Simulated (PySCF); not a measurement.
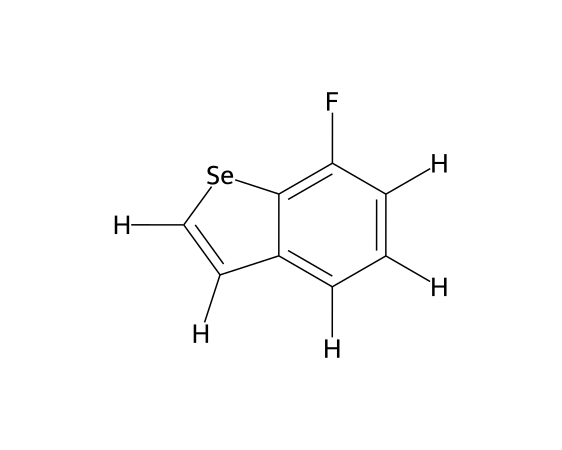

The geometry was computed by an optimisation with PBE0-D3(BJ)/def2-SVP. No frequency run is at hand to confirm it as a minimum. Level of theory: ωB97X-D/def2-SVPD, gas phase (PySCF 2.14.0). Excitations: vertical, linear response.

What does the calculation give?

The species is C₈H₅FSe (`Fc1cccc2cc[se]c12`).
- dipole moment: 1.92 D
- HOMO energy (Kohn–Sham orbital): −8.05 eV
- LUMO energy (Kohn–Sham orbital): 0.50 eV
- HOMO–LUMO gap: 8.55 eV
- mean static polarisability: 116.8 bohr³
- lowest vertical singlet excitation: 4.62 eV
- its oscillator strength: 0.117
- brightest of the 6 lowest singlets: 5.77 eV
- its oscillator strength: 0.25
